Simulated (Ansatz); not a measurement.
The reference is MoS2 in the 2H-MoS2 type structure (space group P6_3/mmc, No. 194; a = 3.1090 Å, c = 11.7086 Å; layered, stacked along the Cartesian z axis).

Now apply this change: W takes the place of Mo on all its sites, then cell and atoms are relaxed.

Method: plane-wave PAW DFT at the PBEsol-D3(BJ) level (Ansatz, a first-principles code, 420 eV), scalar-relativistic without spin-orbit coupling, earlier PAW set.

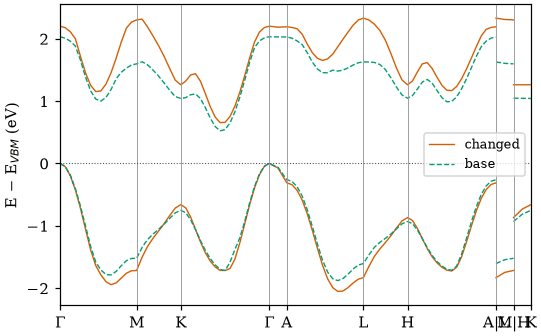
Figure: Highest valence and lowest conduction band along the path, each from its own valence-band maximum

Question: Read the changed gap and its character from the plot.

Answer: About 0.7 eV, indirect, Γ → K–Γ (44 % along).

Spin-orbit coupling, missing from the scalar runs, can matter with W. No phonon test of stability was made.
